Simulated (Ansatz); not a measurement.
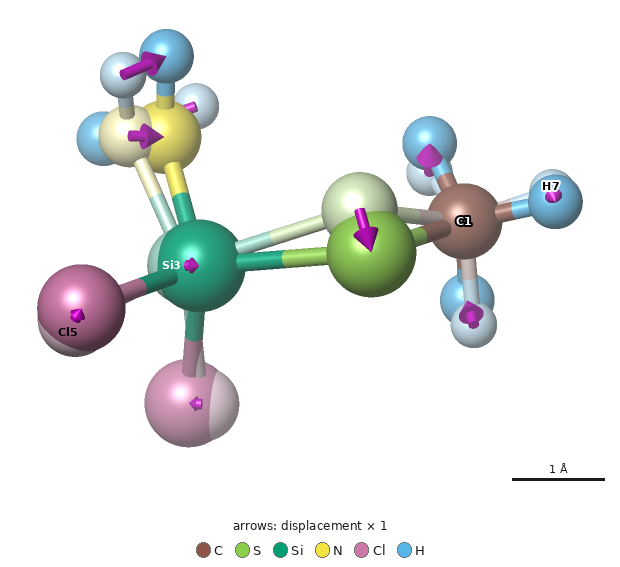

A relaxation of CH5Cl2NSSi. The starting structure is drawn faded, the final one solid; purple arrows show the displacements, at their true length. The two geometries are superimposed by the best rigid fit.

A ball-and-stick model, seen at a tilt.

The run prepares an end point of a later path (hydrogen shift) calculation, from a guessed geometry.

Level of theory: Ansatz, RKS BHLYP-D4/6-31G*. Set-up: no spin polarisation; force threshold 0.02 eV/Å; at most 50 steps.

### Which element moves most?

Hydrogen: up to 1.09 Å, against 0.52 Å for sulfur.

### Describe the change and its energy.

Over 16 accepted moves (19 points after the start) the energy falls by 93.7 kJ/mol. The largest force component goes from 5.8 to 0.016 eV/Å. The line search rejected the trial steps at points 5, 9, 14 of the run. The largest move after the best rigid fit is that of an H atom, 1.09 Å. Largest moves by element: H 1.09 Å, S 0.52 Å, N 0.41 Å, Si 0.16 Å, Cl 0.16 Å, C 0.08 Å. Some distances before and after: C–H 1.174 → 1.083 Å, H–N 0.935 → 1.004 Å, H–N 1.064 → 1.004 Å, Cl–Si 2.008 → 2.056 Å. Among the angles between lasting bonds that change: Si–N–H 104.7° → 120.7°, N–Si–Cl 115.5° → 104.9°, S–Si–N 103.3° → 111.2°. Groups turn about S–Si by about 25°.
